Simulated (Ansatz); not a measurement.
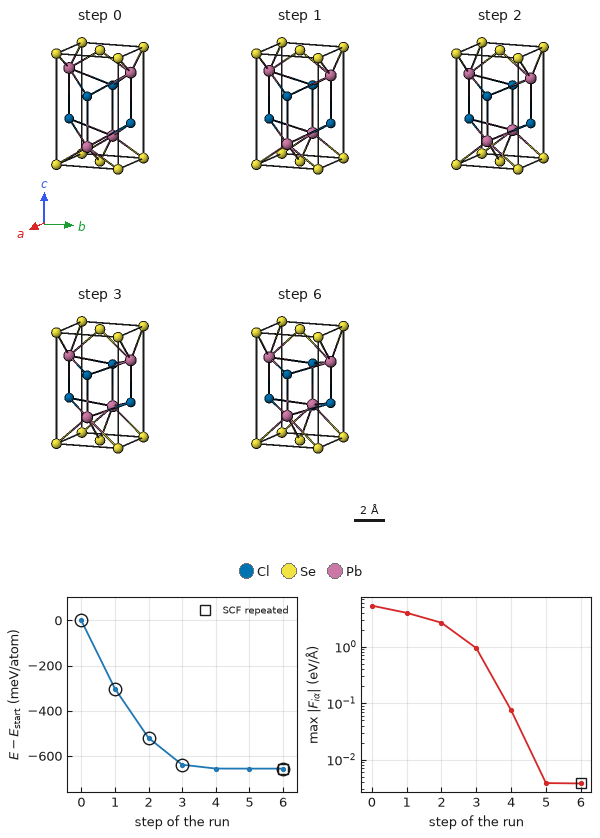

Frames of a relaxation of crystalline PbSeCl (a generated structure, set up in P4/nmm), marked on the history of the run. A ball-and-stick model of the cell of the calculation, seen slightly off an axis.

The start is a swapped structure.

Method: Ansatz 0.2.0, DFT, PAW plane waves, PBE. Set-up: plane-wave cutoff 420 eV; k-point mesh 8 × 8 × 5; occupations gaussian; smearing width 0.194 eV; no spin polarisation; atoms relaxed in a fixed cell; at most 80 steps.

> Describe the path.

Over 5 accepted moves (6 points after the start) the energy falls by 656 meV per atom. Largest force component: 5.3 eV/Å at the start, 0.0038 eV/Å at the end. 1 step only repeated the SCF at the same geometry. The largest moves, 0.69 Å, are those of Pb atoms. By element the largest moves are Pb 0.69 Å, Cl 0.07 Å. Se stays in place. The cell doesn't change. Among the contacts that change: Cl–Pb 3.433 → 2.811 Å, Pb–Se 2.607 → 3.024 Å, Cl–Pb 3.443 → 3.212 Å. Bond angles that change, for instance: Pb–Se–Pb 117.2° → 94.8°, Se–Pb–Se 117.2° → 94.8°, Pb–Se–Pb 105.7° → 117.3°. The space group stays P4/nmm (No. 129). The run took 44 s on 2 threads of Intel(R) Xeon(R) 6975P-C (Granite Rapids) (shared host), peak memory 0.65 GiB. From step 0 to 1: Pb atoms move most (0.20 Å), energy −302 meV per atom. From step 1 to 2: Pb atoms move most (0.20 Å), energy −218 meV per atom. From step 2 to 3: Pb atoms move most (0.20 Å), energy −119 meV per atom. From step 3 to 6: Pb atoms move most (0.10 Å), energy −17.3 meV per atom.

```tsv
step	E − E(0), meV/atom	largest force component, eV/Å	note
0	0.00	5.3259	
1	-301.88	3.9750	
2	-520.01	2.6563	
3	-638.68	0.9421	
4	-655.65	0.0749	
5	-655.95	0.0038	
6	-655.95	0.0038	same geometry, SCF repeated
```
